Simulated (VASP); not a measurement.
Band structure of Cr3Mo (space group Cmmm). These are PBEsol GGA with spin-orbit coupling, VASP's PBE PAW potentials (set 64) (plane waves; VASP) values and carry that method's errors.

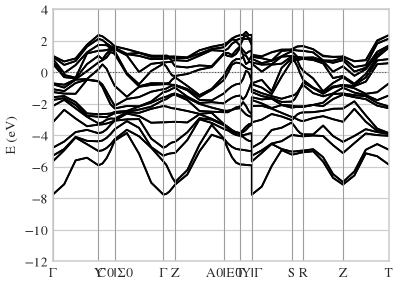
Bands along high-symmetry lines, zero at the valence-band maximum or, without a gap, the Fermi level

Problem. Read the plot: is there a gap, and where are the band edges?

Solution. It has no gap at this level: it comes out as a metal or semimetal.

The structure comes from a computed database's Cr3Mo entry (Cmmm); how it stands against other phases isn't given here. It was relaxed first.
